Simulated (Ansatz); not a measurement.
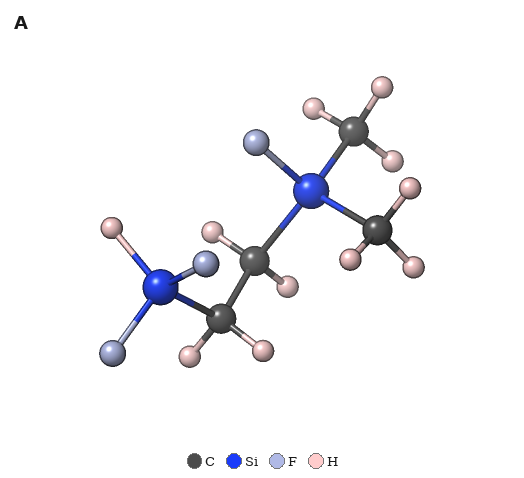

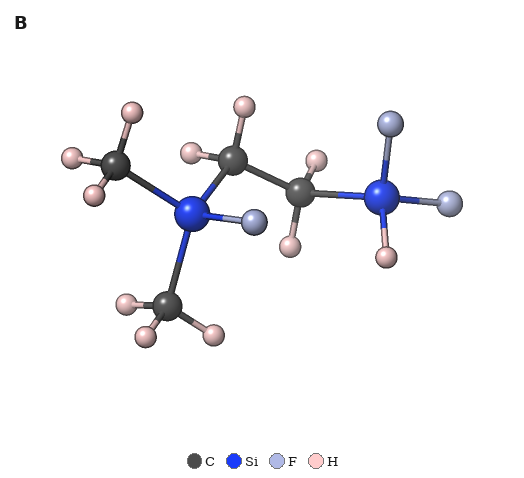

2 stationary structures of one formula. Geometries: PBE0-D4/def2-TZVP. Electronic energies: CCSD(T)/CBS (MP2 limit from def2-TZVPP and def2-QZVPP plus CCSD(T) − MP2) (Ansatz 0.2.0), without zero-point energy. No frequency run is at hand to confirm each as a minimum.

### Are they conformers, stereoisomers or constitutional isomers?

They are conformers of C4H11F3Si2: `C[Si](C)(F)CC[SiH](F)F`.

### Which is lowest in energy, and by how much?

B is lowest; A lies 0.9 kJ/mol above it.
